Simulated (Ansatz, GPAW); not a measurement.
# A 8-layer slab of Rh(100): converging a work function, part 3 of 3

Aim: the settings at which the work function of a 8-layer slab of Rh(100) stops moving.

GPAW 26.7.0 and Ansatz 0.2.0; Ansatz plane waves; slab in vacuum with a dipole correction, relaxation (the session's first sound run).

So far, upper work function (eV): step 2 (relaxation, PBE) 5.06; step 3 (the slab's potential, PBE, GPAW) 5.04; step 6 (cutoff 700: ecut = 700, PBE, GPAW) 5.04; step 9 (K mesh 18×18: kpts = [18, 18], PBE, GPAW) 5.05.

## (10) Scheme Fermi-Dirac, smearing 0.3 (continued)

Level of this step: GPAW, PAW setups; slab in vacuum (GPAW).

The electrostatic potential energy of an electron (without an applied field's), less the Fermi level, planar mean oscillates, so the rows of the table below give means over windows of 1.92 Å about each position, cut where the curve ends. Its maxima inside the range that stand out by 2 % of the span (Å: eV): 9.9: -2.92, 11.8: -3.17, 13.7: -3.13, 15.7: -2.75, 17.6: -2.72, 19.5: -2.79, 21.4: -3.46. Its minima: 9.0: -21.6, 10.9: -22.1, 12.8: -22.1, 14.7: -22.1, 16.6: -22.1, 18.5: -22.0, 20.5: -22.0, 22.4: -21.8.

Table of electrostatic potential energy of an electron (without an applied field's), less the Fermi level, planar mean by z; means over each step:

```tsv
z (Å)	electrostatic potential energy of an electron (without an applied field's), less the Fermi level, planar mean (eV)
0.96	5.00
2.88	5.00
4.80	4.99
6.72	4.65
8.64	-9.75
10.56	-11.7
12.48	-11.8
14.40	-11.8
16.32	-11.6
18.24	-11.6
20.16	-11.7
22.08	-11.6
24.00	3.18
25.92	4.99
27.84	5.00
29.76	5.00
```

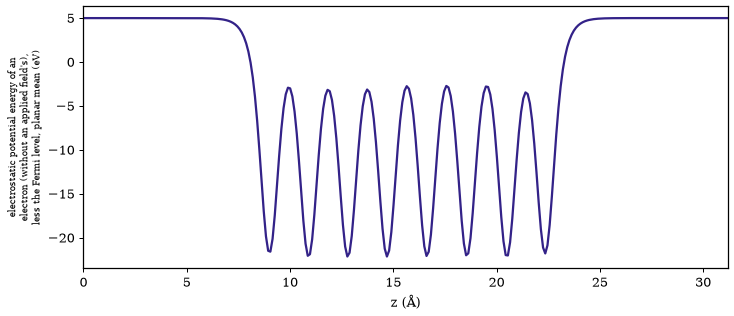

Electrostatic potential energy of an electron (without an applied field's), less the Fermi level, planar mean against z.

The upper face's work function is 5.000 eV, against 5.041 eV in the first plane-wave PBE run at this geometry.

## (11) All levels side by side

Times are for 1 thread of Intel Xeon at 2.60GHz (Ice Lake), shared host. The runs compared:

```tsv
no.	run	upper work function (eV)	lower work function (eV)	time	memory (GiB)
1	pw	5.041	5.029	16 min	0.39
2	cutoff 700	5.039	5.028	36 min	0.73
3	k mesh 18×18	5.055	5.045	33 min	0.58
4	scheme Fermi-Dirac, smearing 0.3	5.000	4.996	14 min	0.39
```

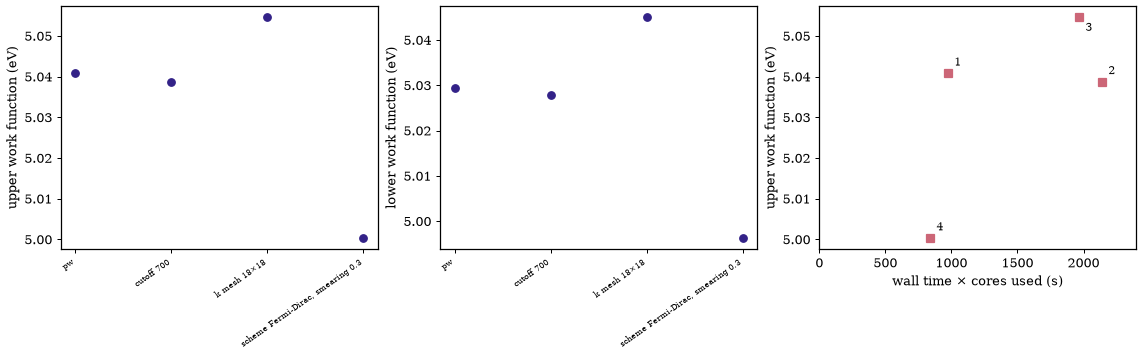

The series as plots; the last panel sets the first result against cost, with the runs numbered as in the table.

## (12) Without the dipole layer

The dipole layer is taken out and the cell repeats along the normal.

Contents of run.py:

```python
import json
import numpy as np
from ase import Atoms
from gpaw import GPAW, PW

slab = Atoms(
    ['Rh', 'Rh', 'Rh', 'Rh', 'Rh', 'Rh', 'Rh', 'Rh'],
    positions=[
        [1.34350, 1.34350, 9.00000],
        [0.00000, 0.00000, 10.90000],
        [1.34350, 1.34350, 12.80000],
        [0.00000, 0.00000, 14.70000],
        [1.34350, 1.34350, 16.62931],
        [0.00000, 0.00000, 18.56283],
        [1.34350, 1.34350, 20.49631],
        [0.00000, 0.00000, 22.35180]],
    cell=[[2.68701, 0.0, 0.0], [0.0, 2.68701, 0.0], [0.0, 0.0, 31.3]],
    pbc=[True, True, True])

slab.calc = GPAW(mode=PW(400), xc='PBE', kpts={'size': (12, 12, 1), 'gamma': True},
                 occupations={'name': 'fermi-dirac', 'width': 0.1}, nbands='160%',
                 convergence={'density': 1e-05}, maxiter=200,
                 symmetry={'tolerance': 1e-3}, txt='slab.txt')
result = {}
energy = slab.get_potential_energy()
fermi = slab.calc.get_fermi_level()
v = slab.calc.get_electrostatic_potential().mean((0, 1)) - fermi
n = slab.calc.get_pseudo_density().mean((0, 1))
L = slab.cell[2, 2]
z = np.arange(len(v)) * L / len(v)
low, high = slab.positions[:, 2].min(), slab.positions[:, 2].max()
below, above = np.interp([low - 6.8, high + 6.8], z, v)
slopes = [np.interp(x, z, np.gradient(v, z)) for x in (low - 6.8, high + 6.8)]
eps = np.array([[slab.calc.get_eigenvalues(k, s) for k in range(len(slab.calc.get_ibz_k_points()))]
                for s in range(slab.calc.get_number_of_spins())]) - fermi
top, bottom = eps[eps < 0].max(), eps[eps > 0].min()
dipole = slab.get_dipole_moment()[2]
print(f'energy {energy:.4f} eV, Fermi level {fermi:.4f} eV, dipole {dipole:.5f} e A')
print(f'potential 6.8 A off the faces, from the Fermi level: lower {below:.4f} eV, upper {above:.4f} eV')
print(f'slope of the potential there: lower {slopes[0]:.5f}, upper {slopes[1]:.5f} eV/A')
print(f'nearest levels on the mesh: {top:.4f} and {bottom:.4f} eV')
print('magnetic moment', round(slab.get_magnetic_moment(), 3))
result.update(energy=energy, fermi=fermi, dipole=dipole, below=below, above=above, slopes=slopes, edges=[top, bottom],
              z=z.tolist(), v=v.tolist(), n=n.tolist(), positions=slab.positions.tolist(),
              forces=slab.get_forces(apply_constraint=False).tolist(), moments=slab.get_magnetic_moments().tolist())
json.dump(result, open('result.json', 'w'))
```

The run is started by

```bash
$ OMP_NUM_THREADS=1 OPENBLAS_NUM_THREADS=1 python run.py
```

Output:

```text
energy -56.0677 eV, Fermi level 3.1754 eV, dipole -0.00094 e A
potential 6.8 A off the faces, from the Fermi level: lower 5.0332 eV, upper 5.0366 eV
slope of the potential there: lower -0.00080, upper -0.00078 eV/A
nearest levels on the mesh: -0.0017 and 0.0000 eV
magnetic moment 0.0
```

It took 9 min on 1 thread of Intel Xeon at 2.60GHz (Ice Lake), shared host; peak memory 0.39 GiB.

The run finished with changed settings (dipole = false and pbc_z = true); it serves as a test.

Side by side:

```tsv
quantity	this run	sound run	difference
upper work function (eV)	5.0366	5.0408	-0.00428
lower work function (eV)	5.0332	5.0294	0.00378
```

## (13) Side by side

Results and costs are gathered.

This step: comparison of work functions, dipole and cost (GPAW 26.7.0).

Ladder, by row:

```tsv
step	code	work function, upper (eV)	work function, lower (eV)	dipole (e Å)	wall time (s)	peak memory (GiB)	threads
pw	GPAW	5.041	5.029	-4.40e-4	975.1	0.39	1
ecut200	GPAW	5.085	5.058	3.06e-4	283	0.22	1
ecut300	GPAW	5.057	5.047	-4.02e-4	566.4	0.3	1
ecut700	GPAW	5.039	5.028	-4.03e-4	2141	0.73	1
k4	GPAW	5.021	5.004	-6.52e-4	182.4	0.25	1
k7	GPAW	5.102	5.09	-4.51e-4	393.6	0.27	1
k18	GPAW	5.055	5.045	-3.62e-4	1967	0.58	1
smear	GPAW	5	4.996	-1.45e-4	839.4	0.39	1
nodip	GPAW	5.037	5.033	-9.37e-4	542.3	0.39	1
```

## (14) Summary of results

| Quantity | Value |
| --- | --- |
| work function, upper and lower face | 5.041 and 5.029 eV |
| dipole along the normal | -4.4e-4 e Å |

With plane waves and PBE the work function is 5.04 eV on the upper face and 5.03 eV on the lower. The measured value for this face is 5.3 eV (as compiled in "Anisotropic work function of elemental crystals", 2019, arxiv:1902.07811); the relaxed upper face lies 0.26 eV under it with PBE. Measured work functions scatter by a tenth of an eV or more between methods. The other smearing (Fermi-Dirac of 0.3 eV in place of Fermi-Dirac of 0.1) moves the two faces by -0.040 and -0.033 eV on the same mesh; a mesh is converged only for its smearing. Over the sound runs of the table the upper face's work function spans 5.000 (smear) to 5.055 eV (k18). The small printed dipole stands for a step of 11 meV from the lower to the upper face, and the probes find 11 meV; values this small are near the numerical noise of both. The in-plane lattice was kept as typed, which isn't the functional's own and leaves some strain; spin-orbit coupling and temperature are left out.

[Logs are printed without paths, hosts, clocks, repeated set-up lines and the standing remarks that a program may print on its own settings, such as how far it seeks lower states.]

[Hosts, paths, dates, database ids (printed as entryN), source tags and the programs' standing remarks are cut or masked in the printed files.]
